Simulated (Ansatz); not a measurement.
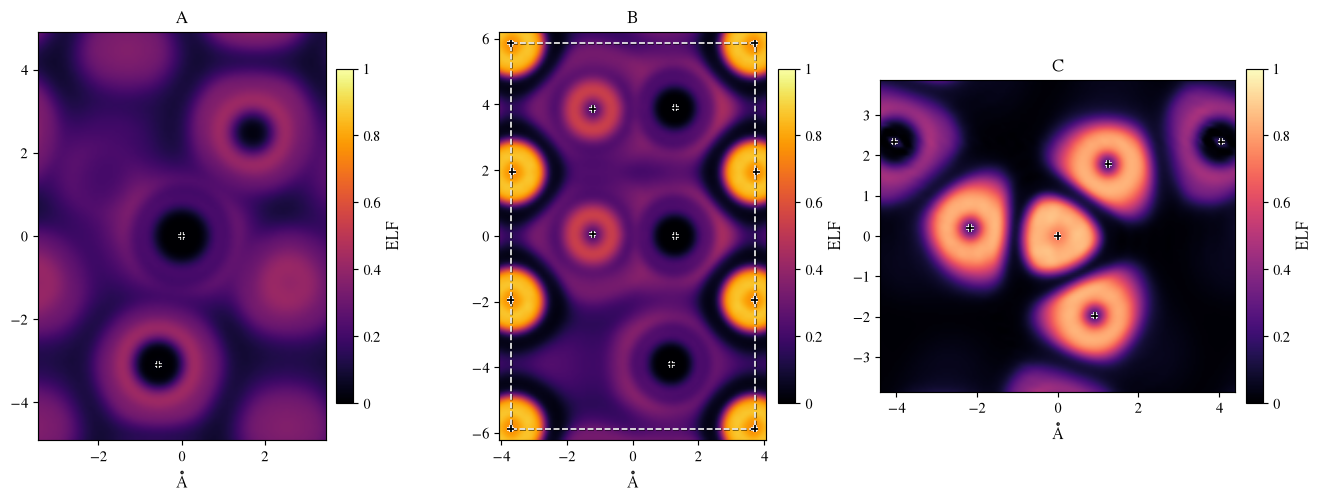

The ELF of 3 systems, each on a plane through atoms (crosses mark nuclei in the plane).

Method: Ansatz 0.2.0, DFT PBE, scalar-relativistic, plane waves, PAW.

System 1: Ca₃Zn₃Pd₂, the (100) plane of the conventional cell. Space group R32; a structure from a database of computed crystals, not necessarily the ambient phase; a generated structure, not necessarily the stable one; changed on purpose from its base cell (volume × 0.97, shape and atoms relaxed).

System 2: Tl₂Zn, the (101̄) plane of the conventional cell. Space group P-1; a generated structure, not necessarily the stable one; changed on purpose from its base cell (the structure that the rattled cell fell into).

System 3: CaTl₄O₃, the (001) plane of the conventional cell. Space group P-6; a generated structure, not necessarily the stable one.

### Which map belongs to which system?

Panel A is system 2, Tl₂Zn: the plane holds Zn and Tl. Panel B is system 1, Ca₃Zn₃Pd₂: the plane holds Ca, Zn and Pd. Zn–Pd (2.52 Å): the ELF is about 0.25 at the midpoint (no localised pair shows between them). Panel C is system 3, CaTl₄O₃: the plane holds Ca, Tl and O. Ca–O (2.18 Å): the ELF peaks at about 0.85 in the valence shell of O, 0.6 Å from its nucleus, and drops to about 0.10 between the two atoms (no shared electron pair shows on this line).
